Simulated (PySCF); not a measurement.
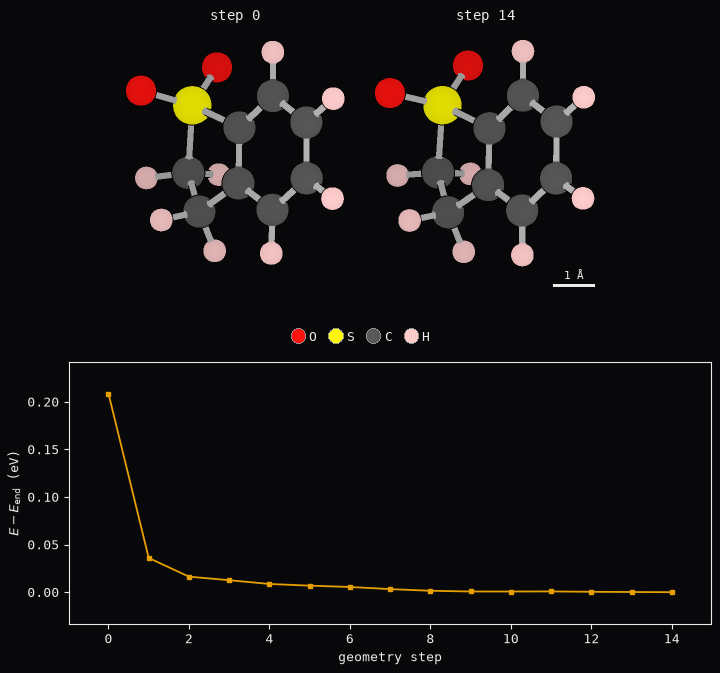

First and last geometry of a relaxation of C8H8O2S, with the history of the run. Style: ball-and-stick. Shown from a free direction.

The start comes from GFN2-xTB. Its atoms were then displaced at random by about 0.01 Å.

Method: PBE0-D3(BJ)/def2-SVP geometry optimisation, gas phase in PySCF 2.14.0, density-fitted response routines. 

Question: What do the curves and the structures tell?

Answer: It converged. An O atom moves most after the best rigid fit: 0.075 Å. Largest moves by element: O 0.075 Å, H 0.067 Å, C 0.043 Å, S 0.012 Å. Among the contacts that change: C–H 1.140 → 1.098 Å, O–S 1.423 → 1.458 Å, C–C 1.495 → 1.525 Å, C–C 1.373 → 1.398 Å. Among the angles between lasting bonds that change: H–C–H 107.9° → 110.3°, O–S–C 110.5° → 108.2°, S–C–C 128.5° → 126.3°. Over 14 geometry steps the energy falls by 0.209 eV.

```json
{"step": "0", "E − E(0), eV": "0.0000"}
{"step": "1", "E − E(0), eV": "-0.1727"}
{"step": "2", "E − E(0), eV": "-0.1924"}
{"step": "3", "E − E(0), eV": "-0.1961"}
{"step": "4", "E − E(0), eV": "-0.2001"}
{"step": "5", "E − E(0), eV": "-0.2019"}
{"step": "6", "E − E(0), eV": "-0.2033"}
{"step": "7", "E − E(0), eV": "-0.2055"}
{"step": "8", "E − E(0), eV": "-0.2072"}
{"step": "9", "E − E(0), eV": "-0.2080"}
{"step": "10", "E − E(0), eV": "-0.2080"}
{"step": "11", "E − E(0), eV": "-0.2079"}
{"step": "12", "E − E(0), eV": "-0.2083"}
{"step": "13", "E − E(0), eV": "-0.2085"}
{"step": "14", "E − E(0), eV": "-0.2087"}
```
